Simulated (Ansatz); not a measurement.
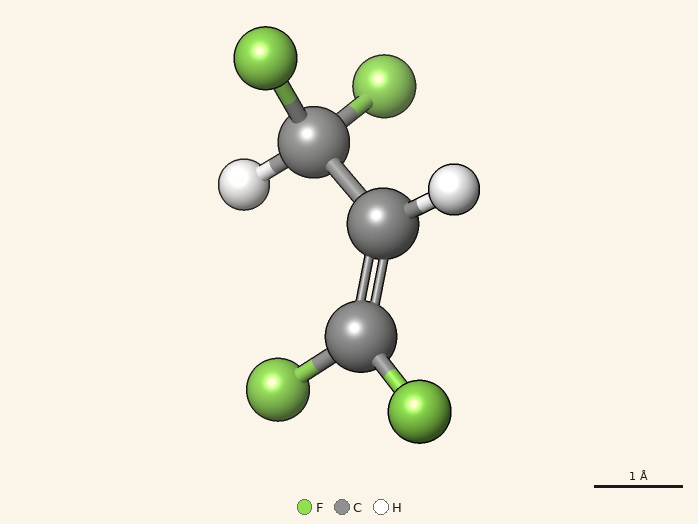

Computed geometry: PBE0-D4/def2-TZVP optimisation.

> Give the formula.

C₃H₂F₄, 9 atoms: 3 carbon, 2 hydrogen and 4 fluorine.

> How many atoms are distinct by symmetry?

8: 1 F, 1 C, 1 F, 1 C, 1 C, 2 F, 1 H, 1 H.

> Which point group does it belong to?

Cs.

> Name some functional groups or characteristic bonds that it holds.

Among them: alkene, C–F bond.

> Write the SMILES.

FC(F)=CC(F)F

The parts below concern this one geometry. Atoms keep their numbers from picture to picture.

Geometry

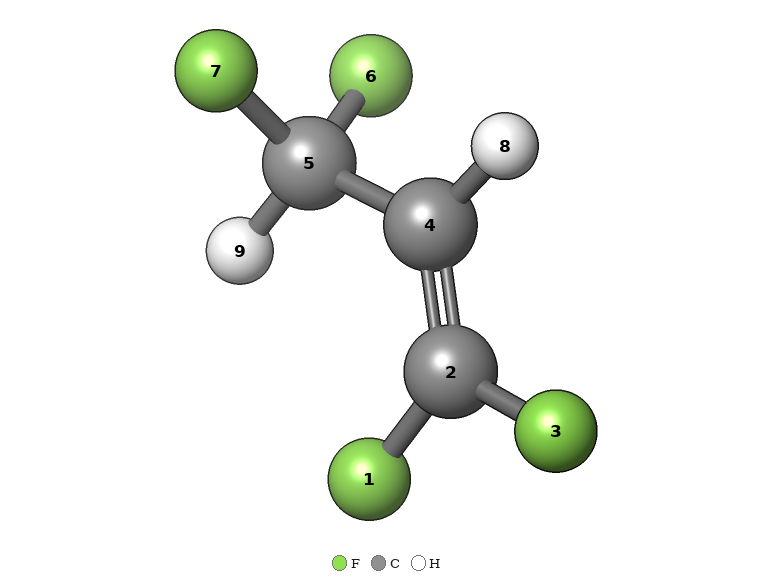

Numbered structure.

Give these bond angles: F1–C2–F3, F1–C2–C4, F3–C2–C4, C2–C4–C5, C2–C4–H8, C5–C4–H8, C4–C5–F6, C4–C5–H9, F6–C5–F7, F6–C5–H9.

```tsv
angle	degrees
F1–C2–F3	110.1
F1–C2–C4	125.4
F3–C2–C4	124.5
C2–C4–C5	122.4
C2–C4–H8	118.9
C5–C4–H8	118.7
C4–C5–F6	110.1
C4–C5–H9	113.6
F6–C5–F7	106.4
F6–C5–H9	108.1
```

Electronic properties

Level of theory: RKS r2SCAN0-D4/def2-TZVPP (Ansatz 0.2.0).

> What is the LUMO energy (Kohn–Sham orbital)?

−0.10 eV.

> What is the dispersion correction?

−4.3 kJ/mol.

> Estimate the HOMO energy (Kohn–Sham orbital).

−8.55 eV.

Thermal motion

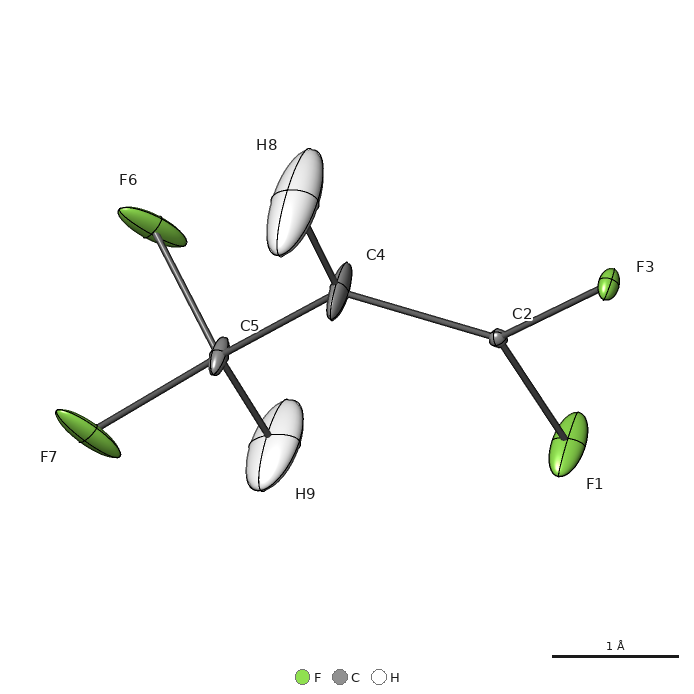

Displacement ellipsoids at the 50 % level, from the internal vibrations of the free molecule (harmonic, no overall translation or rotation; no half-axis is drawn under 0.075 Å). Vibrations computed with RKS PBE0-D4/def2-TZVP (Ansatz 0.2.0). Temperature: 400 K.

> Which atom moves most?

H8, with U_eq = 0.0515 Å².

> Does H9 move more along its bond or across it?

Across it: the root-mean-square amplitude is 0.082 Å along the bond and up to 0.305 Å across, since bending and torsion are softer than stretching.

Give the displacement parameters, one line for each set of equivalent atoms.

```csv
atom,U_eq (Å²),rms amplitudes (Å)
F1,0.0186,"0.032, 0.088, 0.217"
C2,0.0020,"0.036, 0.047, 0.050"
F3,0.0049,"0.033, 0.054, 0.103"
C4,0.0140,"0.034, 0.072, 0.188"
C5,0.0066,"0.040, 0.051, 0.125"
"F6, F7",0.0170,"0.033, 0.084, 0.207"
H8,0.0515,"0.099, 0.131, 0.357"
H9,0.0408,"0.081, 0.150, 0.305"
```

Vibrations

Harmonic vibrations computed with RKS PBE0-D4/def2-TZVP (Ansatz 0.2.0) at a stationary point of the same level.

> List the wavenumbers.

21 modes: 55, 136, 180, 366, 482, 530, 558, 631, 658, 829, 973, 1090, 1099, 1162, 1253, 1358, 1366, 1450, 1823, 3109, 3246 cm⁻¹.

Dipole moment

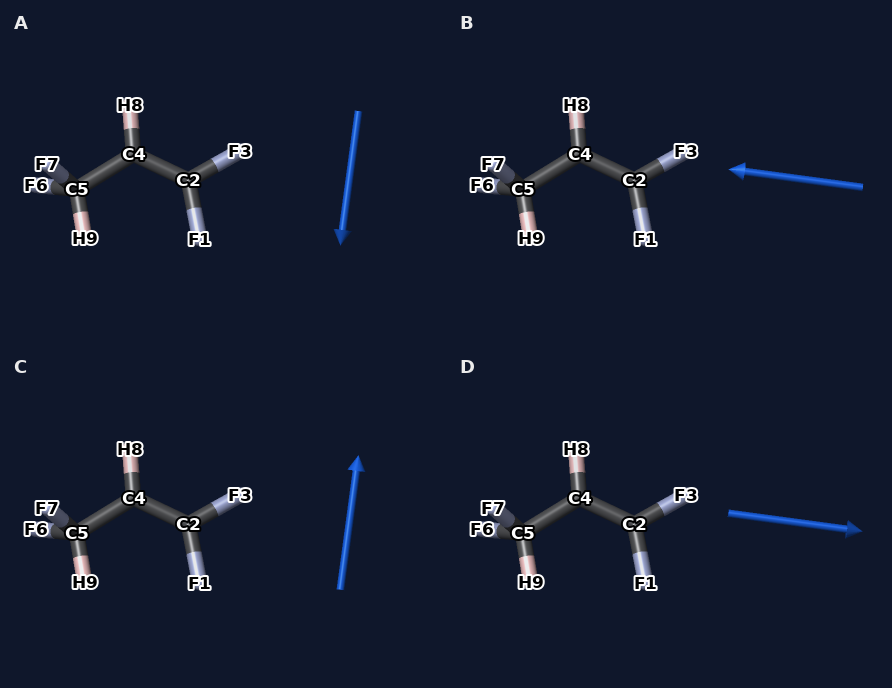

The same molecule four times, each with an arrow. Level of theory: RKS r2SCAN-D4/def2-TZVPP (Ansatz 0.2.0).

> Which arrow points along the dipole moment, from the negative to the positive end?

D. The dipole moment is 1.33 D; it points from the side of F6, F7 to the side of F3 (the outermost atoms at the two ends).
